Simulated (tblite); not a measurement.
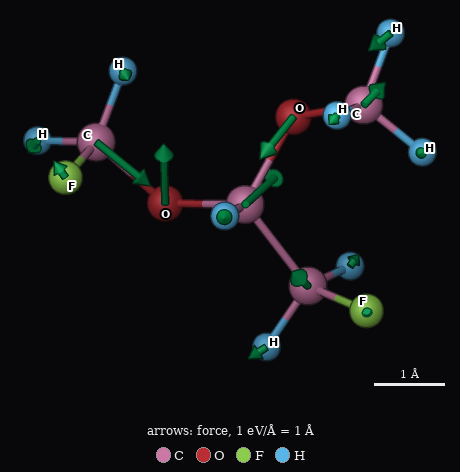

Starting geometry of C$_{4}$H$_{8}$F$_{2}$O$_{2}$ with the computed forces as green arrows. The picture is a ball-and-stick view, seen at a tilt.

All numbers below come from GFN2-xTB geometry optimisation, gas phase in tblite. 

Q: What follows when this structure is relaxed?

A: It isn't relaxed: the largest force vector, on a C atom, is 1.41 eV/Å. The final displacements have little in common with the starting forces (cosine between the two patterns 0.26). The energy falls by 0.125 eV in 45 geometry steps. The largest move after the best rigid fit is that of an F atom, 0.15 Å. Largest moves by element: F 0.15 Å, H 0.13 Å, O 0.12 Å, C 0.06 Å. Near-neighbour distances that change, for instance: C–O 1.440 → 1.401 Å, C–O 1.414 → 1.376 Å, C–H 1.092 → 1.109 Å, C–O 1.422 → 1.406 Å. Among the angles between lasting bonds that change: C–O–C 111.0° → 115.0°, O–C–C 110.4° → 113.4°, O–C–F 107.8° → 110.6°. The run took 0.18 s on 1 thread of Arm Neoverse V2, with other jobs on the host.
